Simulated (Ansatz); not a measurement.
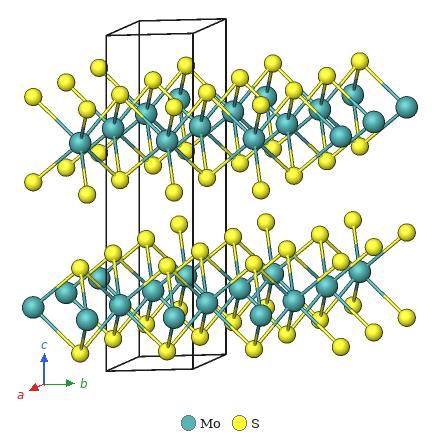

The compound is MoS₂ (space group P6_3/mmc, No. 194), taken as the input geometry of an electronic-structure calculation (not necessarily at equilibrium).

Bonds are taken as Mo–S below 2.7 Å. Simplification: prune 0- and 1-connected atoms, fold 2-connected ones into links.

Q: What kind of net remains, and which atoms are its nodes?

A: A binodal (3,6)-connected, two-periodic (layers) net: S is a 3-connected node; Mo is a 6-connected node, in the ratio 2:1.

Q: Name the underlying net.

A: It is the net of the trigonal-prismatic layers of 2H-MoS2.

Q: How do the layers lie?

A: The layers lie parallel to (001).

Q: How many nodes does the smallest cycle have?

A: Four.

Q: Give the first six terms of the coordination sequence (nodes one, two, three … edges away).

A: S: 3, 13, 9, 24, 15, 36; Mo: 6, 6, 18, 12, 30, 18.
